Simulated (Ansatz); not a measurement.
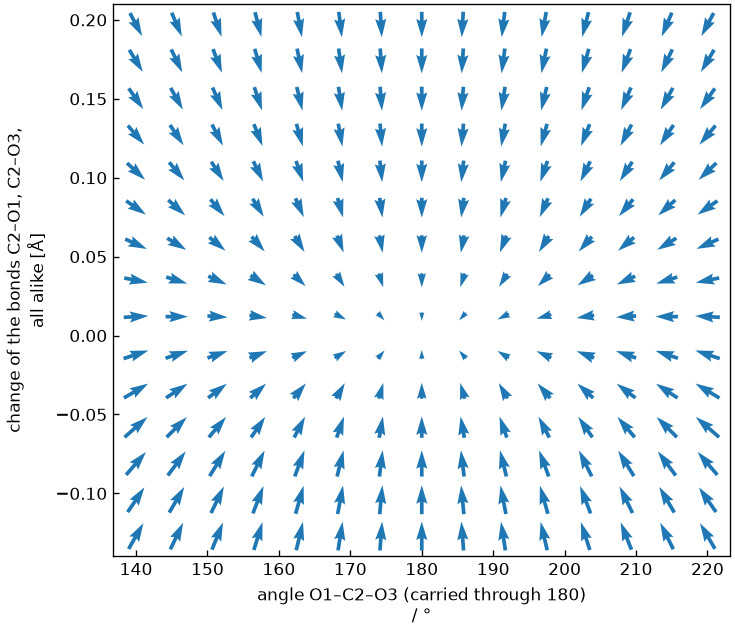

CO2, SMILES O=C=O. 
- Coordinates scanned: (1) angle O1–C2–O3 (carried through 180); (2) change of the bonds C2–O1, C2–O3, all alike.
- Nothing is relaxed (all other coordinates rigid).
- The scan uses a 15 × 15 grid; 120 points were computed and 105 follow by symmetry.
- Points are written as (first, second).
- These are results of RKS PBE0-D4/def2-TZVP in Ansatz, not measurements.

The picture shows arrows along the force (downhill), their lengths compressed.

**The arrows alone are given. Where is the energy lowest?**

The arrows converge at about (180°, 0.000 Å) (read from the interpolated surface).

The energy map of the same scan:

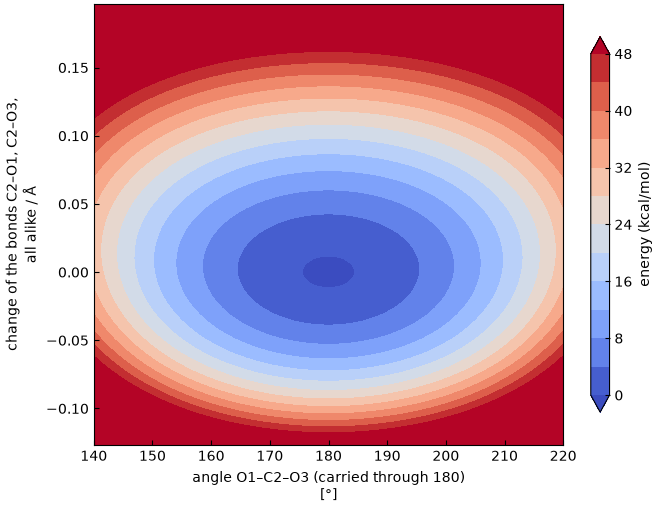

Energies are in kcal/mol, from the lowest grid point; between grid points the surface is interpolated.
